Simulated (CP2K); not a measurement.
**CH4AlFS (SMILES [CH3][Al]([F])[SH]) at MNDOD**

What is the energy difference between two shapes of CH4AlFS at MNDOD? 

The results are computed with CP2K 2026.2.

6 further runs of the same task are left out: 2 that didn't finish, 4 set aside as unsound or not needed.

### 1 The molecule

The species is CH4AlFS (8 atoms), meant as a singlet with charge 0. SMILES: `[CH3][Al]([F])[SH]`. Geometry: relaxed at PBE0-D4/def2-TZVP. This is one conformer, not always the lowest.

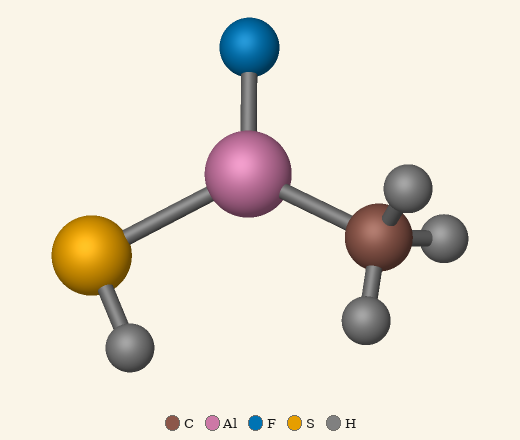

The structure, seen from a chosen angle (carbon brown, aluminium pink, fluorine blue, sulfur amber, hydrogen grey).

### 2 Energy and forces at MNDOD

File molecule.xyz:

```xyz
8

C     -0.164800     1.144700    -0.030300
Al     0.702600    -0.583900    -0.058200
F      2.341300    -0.684100    -0.222200
S     -0.295900    -2.510100     0.113800
H     -1.250400     1.067300     0.056300
H      0.201100     1.741800     0.810100
H      0.065400     1.703100    -0.942200
H     -1.507100    -1.935800     0.216800
```

File run.inp:

```
&GLOBAL
  PROJECT_NAME run
  RUN_TYPE ENERGY_FORCE
  PRINT_LEVEL MEDIUM
&END GLOBAL

&FORCE_EVAL
  METHOD QS
  &DFT
    ! Quickstep
    &QS
      METHOD MNDOD
      EPS_DEFAULT 1.0E-10
      &SE
        &COULOMB
          CUTOFF [angstrom] 50
          RC_RANGE [angstrom] 0
        &END COULOMB
        &EXCHANGE
          CUTOFF [angstrom] 50
          RC_RANGE [angstrom] 0
        &END EXCHANGE
      &END SE
    &END QS
    ! cluster boundary conditions
    &POISSON
      PERIODIC NONE
      POISSON_SOLVER ANALYTIC
    &END POISSON
    &SCF
      SCF_GUESS ATOMIC
      EPS_SCF 1.0E-06
      MAX_SCF 40
      &OT
        MINIMIZER CG
        PRECONDITIONER FULL_ALL
      &END OT
      &OUTER_SCF
        EPS_SCF 1.0E-06
        MAX_SCF 8
      &END OUTER_SCF
    &END SCF
    &PRINT
      &MOMENTS
        PERIODIC F
        REFERENCE COM
        MAX_MOMENT 1
      &END MOMENTS
      &MO_CUBES
        NLUMO 1
        NHOMO -1
        WRITE_CUBE F
      &END MO_CUBES
      &HIRSHFELD OFF
      &END HIRSHFELD
    &END PRINT
  &END DFT
  &SUBSYS
    &CELL
      ABC 19.8 20.3 17.8
      PERIODIC NONE
    &END CELL
    &TOPOLOGY
      COORD_FILE_NAME molecule.xyz
      COORD_FILE_FORMAT XYZ
      &CENTER_COORDINATES
      &END CENTER_COORDINATES
    &END TOPOLOGY
  &END SUBSYS
  ! extra output
  &PRINT
    &FORCES ON
    &END FORCES
  &END PRINT
&END FORCE_EVAL
```

On the command line:

```bash
$ OMP_NUM_THREADS=1 cp2k.psmp -i run.inp > run.out 2>&1
```

What it wrote:

```text
CP2K| version string:                                       CP2K version 2026.2
[...]
 GLOBAL| Method name                                                        CP2K
[...]
 GLOBAL| Run type                                                   ENERGY_FORCE
[...]
                             - Atoms:                                          8
[...]
                             - Spherical basis functions:                     30
[...]
 Number of electrons:                                                         24
[...]
     1 OT CG       0.15E+00    0.0     0.31473643       -29.1210105068 -2.91E+01
[...]
    34 OT CG       0.10E+00    0.0     0.00000089       -33.2994132792 -2.41E-11
  *** SCF run converged in    34 steps ***
  Core-core repulsion energy [eV]:                           1185.63250326762795
  Core Hamiltonian energy [eV]:                             -1492.95963051731178
  Two-electron integral energy [eV]:                        -1197.59197937734029
  Electronic energy [eV]:                                   -2091.75562020598181
  Total energy [eV]:                                         -906.12311693835397
  Atomic reference energy [eV]:                               899.54139870705615
  Heat of formation [kcal/mol]:                              -151.77804011427170
[...]
 SE_DIPOLE| Moment [Debye]          1.86693604      -1.23830982      -0.14591801
 SE_DIPOLE| Derivative [a.u.]       0.00000000       0.00000000       0.00000000
 *** WARNING in qs_scf_post_se.F:140 :: Printing of MO cube files not ***
 *** implemented for Semi-Empirical method.                           ***
 ENERGY| Total FORCE_EVAL ( QS ) energy [hartree]            -33.299413279211336
 FORCES| Atomic forces [hartree/bohr]
 FORCES|   Atom     x               y               z               |f|
 FORCES|      1  9.20409362E-03 -2.50497886E-02  3.61365549E-05   2.66872358E-02
 FORCES|      2 -6.92977643E-02 -1.70068278E-02  7.71649887E-03   7.17701657E-02
 FORCES|      3  6.89112717E-02 -1.92048482E-03 -6.98491429E-03   6.92909854E-02
 FORCES|      4  9.54374492E-03  3.54607064E-02 -2.26645484E-03   3.67924120E-02
 FORCES|      5 -1.99663553E-02 -7.77004141E-04  1.51100200E-03   2.00385181E-02
 FORCES|      6  6.69643823E-03  9.72729855E-03  1.61702722E-02   2.00234943E-02
 FORCES|      7  4.05028488E-03  8.95249503E-03 -1.74585284E-02   2.00337762E-02
 FORCES|      8 -9.14171367E-03 -9.38639464E-03  1.27598794E-03   1.31644779E-02
 FORCES| Sum     1.24900090E-16  7.56339436E-16  4.16333634E-17
 FORCES| Total atomic force                                       7.67712649E-16
[...]
```

It took 1.1 s on 1 thread of Intel Xeon 6975P-C (Granite Rapids), shared host; peak memory 0.19 GiB.

### 3 The distorted shape

File molecule.xyz:

```xyz
8

C     -0.150703     1.141826    -0.032879
Al     0.706064    -0.566280    -0.045411
F      2.335615    -0.656994    -0.226216
S     -0.302304    -2.503865     0.100985
H     -1.252406     1.103341     0.064837
H      0.198726     1.760527     0.803905
H      0.059912     1.710422    -0.920124
H     -1.516694    -1.971670     0.194701
```

File calc.inp:

```
&FORCE_EVAL
  METHOD QUICKSTEP
  &DFT
    &QS
      METHOD MNDOD
      EPS_DEFAULT 1.0E-10
      &SE
        &COULOMB
          CUTOFF [angstrom] 50
          RC_RANGE [angstrom] 0
        &END COULOMB
        &EXCHANGE
          CUTOFF [angstrom] 50
          RC_RANGE [angstrom] 0
        &END EXCHANGE
      &END SE
    &END QS
    &POISSON
      PERIODIC NONE
      POISSON_SOLVER ANALYTIC
    &END POISSON
    &SCF
      SCF_GUESS ATOMIC
      EPS_SCF 1.0E-06
      MAX_SCF 40
      &OT
        MINIMIZER CG
        PRECONDITIONER FULL_ALL
      &END OT
      &OUTER_SCF
        EPS_SCF 1.0E-06
        MAX_SCF 8
      &END OUTER_SCF
    &END SCF
    &PRINT
      &MOMENTS
        PERIODIC F
        REFERENCE COM
        MAX_MOMENT 1
      &END MOMENTS
      &MO_CUBES
        NLUMO 1
        NHOMO -1
        WRITE_CUBE F
      &END MO_CUBES
      &HIRSHFELD OFF
      &END HIRSHFELD
    &END PRINT
  &END DFT
  &SUBSYS
    &CELL
      ABC 19.9 20.3 17.7
      PERIODIC NONE
    &END CELL
    &TOPOLOGY
      COORD_FILE_NAME molecule.xyz
      COORD_FILE_FORMAT XYZ
      &CENTER_COORDINATES
      &END CENTER_COORDINATES
    &END TOPOLOGY
  &END SUBSYS
  &PRINT
    &FORCES ON
    &END FORCES
  &END PRINT
&END FORCE_EVAL

&GLOBAL
  PROJECT calc
  RUN_TYPE ENERGY_FORCE
  PRINT_LEVEL MEDIUM
&END GLOBAL
```

On the command line:

```bash
$ OMP_NUM_THREADS=1 cp2k.psmp -i calc.inp -o calc.out
```

What it wrote:

```text
CP2K| version string:                                       CP2K version 2026.2
[...]
 GLOBAL| Method name                                                        CP2K
[...]
 GLOBAL| Run type                                                   ENERGY_FORCE
[...]
                             - Atoms:                                          8
[...]
                             - Spherical basis functions:                     30
[...]
 Number of electrons:                                                         24
[...]
     1 OT CG       0.15E+00    0.0     0.31529943       -29.1145413086 -2.91E+01
[...]
    34 OT CG       0.10E+00    0.0     0.00000091       -33.2976856919 -2.52E-11
  *** SCF run converged in    34 steps ***
  Core-core repulsion energy [eV]:                           1187.50985490183507
  Core Hamiltonian energy [eV]:                             -1493.25815662796572
  Two-electron integral energy [eV]:                        -1200.65561034205916
  Electronic energy [eV]:                                   -2093.58596179899541
  Total energy [eV]:                                         -906.07610689716046
  Atomic reference energy [eV]:                               899.54139870705615
  Heat of formation [kcal/mol]:                              -150.69396272485702
[...]
 SE_DIPOLE| Moment [Debye]          1.80755596      -1.30200442      -0.21974746
 SE_DIPOLE| Derivative [a.u.]       0.00000000       0.00000000       0.00000000
 *** WARNING in qs_scf_post_se.F:140 :: Printing of MO cube files not ***
 *** implemented for Semi-Empirical method.                           ***
 ENERGY| Total FORCE_EVAL ( QS ) energy [hartree]            -33.297685691911411
 FORCES| Atomic forces [hartree/bohr]
 FORCES|   Atom     x               y               z               |f|
 FORCES|      1 -8.93530167E-03 -2.02495042E-02  1.60633713E-02   2.73480152E-02
 FORCES|      2 -7.58885407E-02 -2.47908904E-02  7.42393143E-03   8.01796334E-02
 FORCES|      3  7.53627626E-02 -2.84447760E-03 -7.74042178E-03   7.58126056E-02
 FORCES|      4  1.93592773E-02  3.39689707E-02 -2.30787285E-03   3.91662976E-02
 FORCES|      5 -1.07219582E-02 -3.91259125E-03  4.83031813E-04   1.14237506E-02
 FORCES|      6  8.30021429E-03  7.48659383E-03  1.64801593E-02   1.99132694E-02
 FORCES|      7  8.50069223E-03  1.53954807E-02 -3.20498796E-02   3.65578634E-02
 FORCES|      8 -1.59771460E-02 -5.05358182E-03  1.64768035E-03   1.68381333E-02
 FORCES| Sum     3.67761377E-16  2.15105711E-16 -1.63064007E-16
 FORCES| Total atomic force                                       4.56189399E-16
[...]
```

It took 1.1 s on 1 thread of Intel Xeon 6975P-C (Granite Rapids), shared host; peak memory 0.19 GiB.

### 4 Outcome

Level: MNDOD.

```
                                                  quantity            value
                                 first shape: total energy     -33.29941 Eh
                                first shape: dipole moment           2.25 D
    first shape: heat of formation at this unrelaxed shape  -151.8 kcal/mol
                     first shape: largest force on an atom       3.691 eV/Å
                             distorted shape: total energy     -33.29769 Eh
                            distorted shape: dipole moment           2.24 D
distorted shape: heat of formation at this unrelaxed shape  -150.7 kcal/mol
                 distorted shape: largest force on an atom       4.123 eV/Å
                    energy change with the atoms displaced         0.047 eV
```

What this shows: With the atoms displaced the energy rises by 0.05 eV (1.1 kcal/mol). The first shape isn't relaxed at this level, so the change isn't measured from a minimum. The largest force (first shape) is 3.69 eV/Å: the shape isn't a stationary point for this species at this level.
